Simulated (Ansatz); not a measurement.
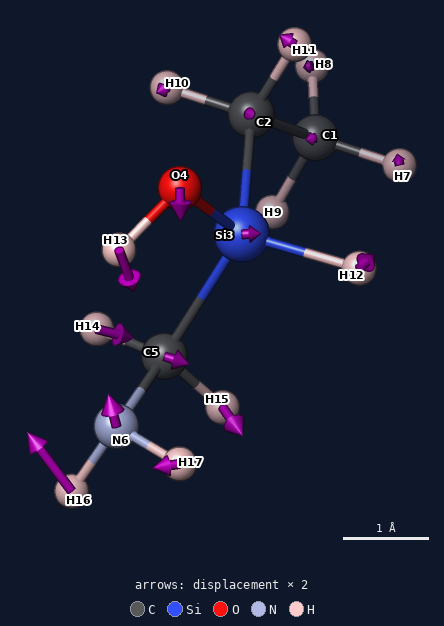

This is a relaxation of C₃H₁₁NOSi. The starting structure is drawn; purple arrows show the displacements, magnified 2 times. The two geometries are superimposed by the best rigid fit.

The picture is a ball-and-stick view, seen from a free direction.

The run prepares the start of a later molecular dynamics calculation, from a guessed geometry.

Method: RKS BHLYP-D4/STO-3G in Ansatz 0.2.0.

Input file:
```yaml
crystal:
  periodic: [false, false, false]
  atoms:
    - { symbol: C, position_ang: [0.4658, -2.3877, -0.4659] }
    - { symbol: C, position_ang: [1.2304, -1.061, -0.5199] }
    - { symbol: Si, position_ang: [0.5384, 0.3573, 0.5093] }
    - { symbol: O, position_ang: [1.633, 1.7139, 0.4719] }
    - { symbol: C, position_ang: [-1.1701, 0.8373, -0.064] }
    - { symbol: "N", position_ang: [-1.4504, 2.253, 0.3329] }
    - { symbol: H, position_ang: [0.3748, -2.7378, 0.5449] }
    - { symbol: H, position_ang: [0.9245, -3.0904, -1.1125] }
    - { symbol: H, position_ang: [-0.5972, -2.1651, -0.8057] }
    - { symbol: H, position_ang: [1.3095, -0.718, -1.5353] }
    - { symbol: H, position_ang: [2.2448, -1.2802, -0.1668] }
    - { symbol: H, position_ang: [0.5134, -0.0668, 1.9576] }
    - { symbol: H, position_ang: [1.017, 2.5499, 0.2744] }
    - { symbol: H, position_ang: [-1.2522, 0.772, -1.1188] }
    - { symbol: H, position_ang: [-1.9202, 0.1581, 0.3929] }
    - { symbol: H, position_ang: [-2.3628, 2.5349, -0.0059] }
    - { symbol: H, position_ang: [-1.5177, 2.3303, 1.351] }
basis:
  gaussian: { orbitals: STO-3G }
hamiltonian:
  xc: { name: BHLYP }
  dispersion: d4
relax:
  f_tol: 0.02
  max_steps: 40
scf:
  lower_state_search: "off"
```

Command:
```bash
ansatz run input.yaml --threads 1 --pin off --max-ram 2048MiB --backend cpu --events-out ev --progress --plain --runs-dir out
```

**Atoms of which element are displaced furthest, and by how much?**

Hydrogen: up to 0.45 Å, against 0.22 Å for nitrogen.

**Describe the change and its energy.**

The atom that moves furthest after the best rigid fit is H16 (0.45 Å). By element the largest moves are H 0.45 Å, N 0.22 Å, O 0.21 Å, C 0.16 Å, Si 0.12 Å. Near-neighbour distances that change, for instance: Si3–H12 1.509 → 1.437 Å, Si3–O4 1.744 → 1.689 Å, O4–H13 1.057 → 1.010 Å, C1–H9 1.138 → 1.092 Å. Among the angles between lasting bonds that change: O4–Si3–C5 111.6° → 104.2°, O4–Si3–H12 104.5° → 111.4°, H7–C1–H8 113.3° → 107.8°. The energy falls by 49.1 kJ/mol in 10 accepted moves (11 points after the start). Largest force component: 3.1 eV/Å at the start, 0.015 eV/Å at the end. The line search rejected the trial step at point 4 of the run. The run took 42 s on 1 thread of Arm Neoverse V1 (shared host), peak memory 0.14 GiB.

Limits of the set-up: STO-3G is a minimal basis, so the numbers are rough.
